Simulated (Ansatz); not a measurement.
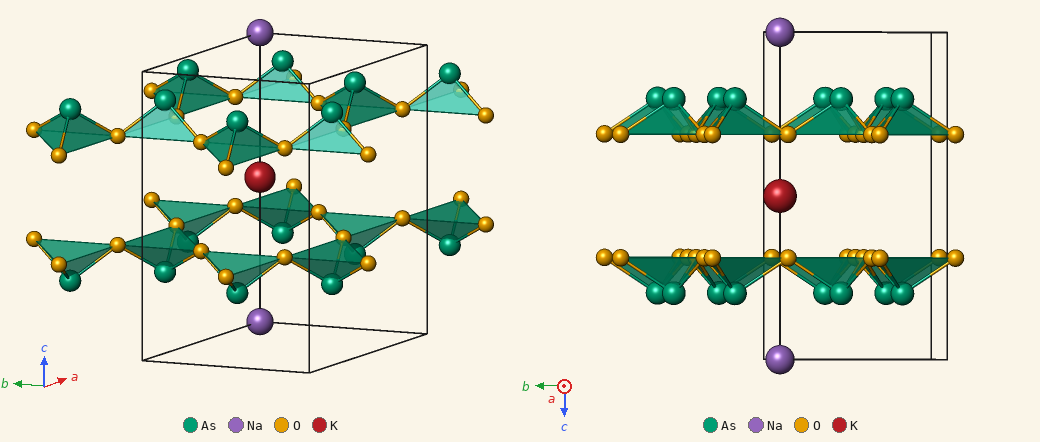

Polyhedra are drawn about As (bonds: As–O below 2.1 Å); other atoms are plain spheres. Two views of the same piece.

KNaAs4O6 (space group P6/mmm, No. 191). Coordinates: the end point of a relaxation with Ansatz 0.2.0, DFT, PAW plane waves, pbe; the starting structure was generated, so it need not be a known form of this composition.

Sharing among the drawn polyhedra:

```csv
site,polyhedron,corner-sharing neighbours,edge-sharing,face-sharing,bond (Å)
As,AsO3 trigonal pyramid,3,0,0,1.84
```

They form layers of corner-sharing trigonal pyramids parallel to (001). Their corner atoms also have K as close neighbours (those links are not drawn).
